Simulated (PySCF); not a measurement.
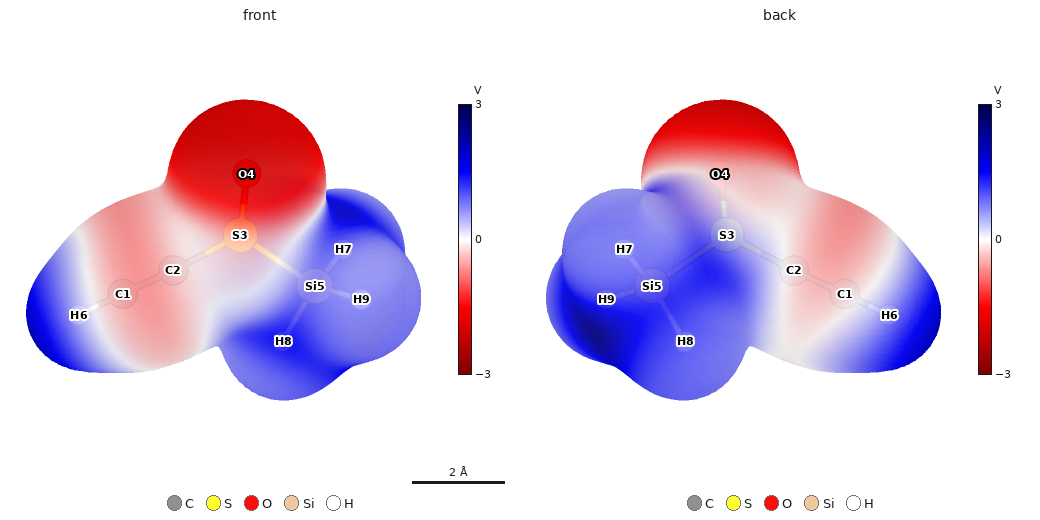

Figure 1: C2H4OSSi. The molecular electrostatic potential painted on the density surface at 0.002 e/bohr³, seen from the front and from behind; red is negative and blue positive.

Geometry: PBE0-D3(BJ)/def2-SVP; a saddle point, not a minimum.

All numbers below come from PBE0/pcSseg-1, SCF density, gas phase, non-relativistic in PySCF 2.14.0.

Input file:

```
{"job": {"kind": "nmr", "xc": "PBE0", "basis": "pcSseg-1", "pop": false}, "charge": 0, "multiplicity": 1}
C     -2.610669    -0.072152    -0.157955
C     -1.466518     0.292356     0.051560
S      0.058991     0.879053     0.371657
O      0.292432     2.251605     0.964596
Si     1.616268    -0.518899    -0.140947
H     -3.614540    -0.405532    -0.346884
H      2.495790     0.078827    -1.181172
H      0.819303    -1.670108    -0.638561
H      2.408941    -0.835149     1.077705
```

Launched as:

```sh
OMP_NUM_THREADS=1 python ens_run.py task.json out
```

**Which sites attract a positive test charge, and which a negative one?**

A positive charge is drawn to the negative regions and a negative charge to the positive ones. The most negative region (about −2.0 V) lies over O4, the most positive (about +2.4 V) over Si5. O4 is the likeliest acceptor of a hydrogen bond.

**How polar is the molecule by this calculation?**

Its dipole moment is 4.63 D.
